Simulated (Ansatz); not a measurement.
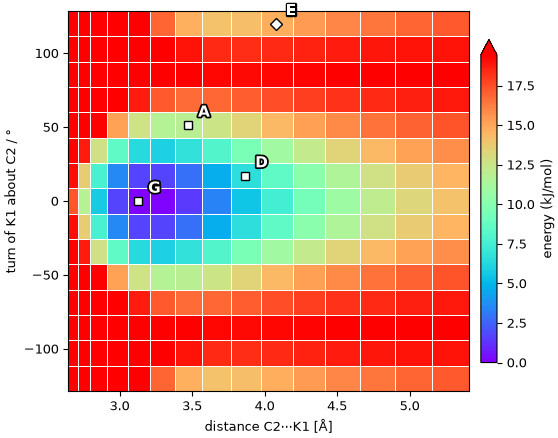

CKO, charge +1. 
- The turn is about an axis along (−0.28, 0.96, 0.00) in the frame of the relaxed pair, normal to the line between the partners.
- Coordinates scanned: (1) distance C2···K1; (2) turn of K1 about C2.
- The scan uses a 15 × 15 grid; 120 points were computed and 105 follow by symmetry.
- Points are written as (first, second).
- Energies: kJ/mol, counted from the lowest grid point.
- These are results of RHF/def2-TZVPD in Ansatz, not measurements.

In the figure: one coloured cell a grid point, one colour for all values above the top of the scale, lettered points.

**What kind of point is each of A, D, G: minimum, saddle, maximum or slope?**

A: on a slope; D: on a slope; G: minimum. (In these two coordinates alone; a stationary point may lie a little off the grid point.)

**Rank the lettered points by energy, lowest first.**

G (0.0 kJ/mol), D (6.6 kJ/mol), A (11.9 kJ/mol), E (14.8 kJ/mol).
